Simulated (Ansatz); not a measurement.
Starting cell, MgS (rock salt):

```
MgS
1.0
    0.00000     2.60157     2.60157
    2.60157     0.00000     2.60157
    2.60157     2.60157     0.00000
S Mg
1 1
Cartesian
  0.00000   0.00000   0.00000
  2.60157   2.60157   2.60157
```

Scan: atom 2 (Mg, nearest neighbour S at 2.602 Å; its periodic images, 3.7 Å or more away, move with it) is displaced along Cartesian x, direction (1.000, 0.000, 0.000) in Cartesian axes, by s. The other atoms stay.

Method: r2SCAN (plane waves to 500 eV, PAW, scalar-relativistic; Ansatz, an electronic-structure program). k mesh 9×9×9 (Γ-centred), Fermi-Dirac smearing 0.05 eV. E stands for the smeared free energy. F∥ is the force on the atom along that direction. MgS was relaxed with its symmetry unable to fall. The zero of ΔE is the undisplaced structure.

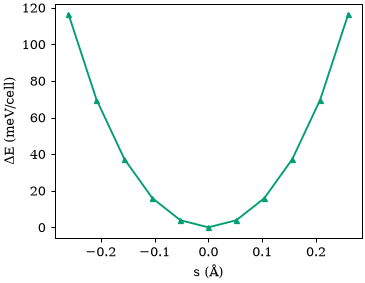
Fig. 1. ΔE (meV/cell) against s (Å); markers are the computed points, lines only join them.

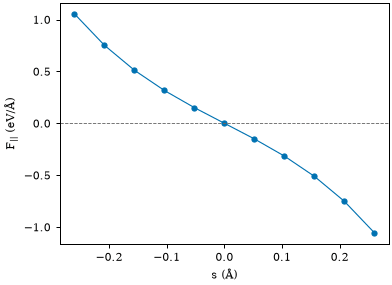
Figure. F∥ (eV/Å) against s (Å); markers are the computed points, lines only join them.

The energy at s = 0.260 Å comes out as 116.5 meV/cell and the force constant k = d²E/ds² at s = 0 (finite differences) is 2.85 eV/Å². Harmonic estimate at the end of the scan: ½ks² = 96.3 meV/cell against the computed 116.5 meV/cell, so the well is stiffer than harmonic there. Symmetry of the curve: even: the same for both signs. Shape of the curve: a single well with its minimum at or next to zero displacement.

With its periodic images moving along, the atom's site symmetry in this cell is m-3m.

(A displaced cell: forces are minus the slopes of the energy, force constants its curvatures, and phonons follow from these.)
